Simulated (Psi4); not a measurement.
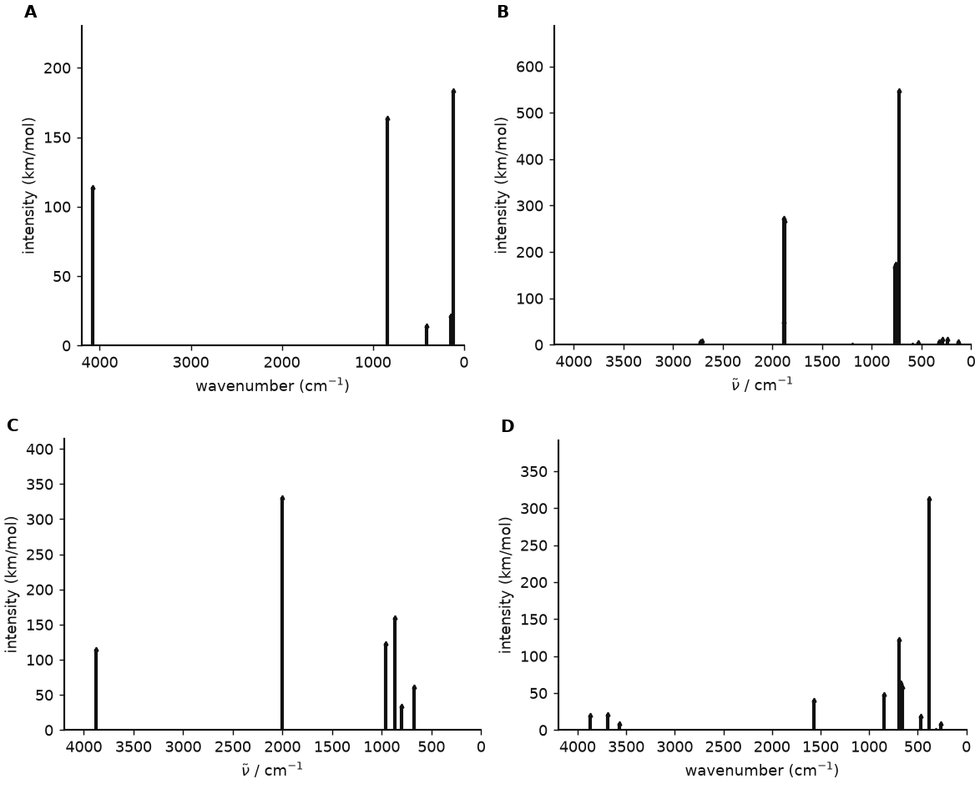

Unscaled harmonic wavenumbers and double-harmonic intensities, PBE0/def2-TZVP (dispersion D4) in Psi4, at a geometry relaxed at this level, isolated molecule. Modes within 2 cm⁻¹ of each other count as one line, with their intensities summed.

Which panel belongs to which molecule?
1. AlH₅S, SMILES [AlH3-][SH2+], singlet
2. MgHOCl, SMILES [OH][Mg][Cl], singlet
3. GeNH₃O, SMILES [NH2][Ge][OH], singlet
4. SiH₂O, SMILES O[SiH]

A: 2 (most intense lines at 119.7, 845.2 and 4080.0 cm⁻¹)
B: 1 (most intense lines at 721.2, 1881.6 and 1875.9 cm⁻¹)
C: 4 (most intense lines at 2003.0, 867.6 and 961.1 cm⁻¹)
D: 3 (most intense lines at 385.0, 692.2 and 678.0 cm⁻¹)

Caveats, for all or some of the runs: closed-shell singlet; other spin states weren't compared here.
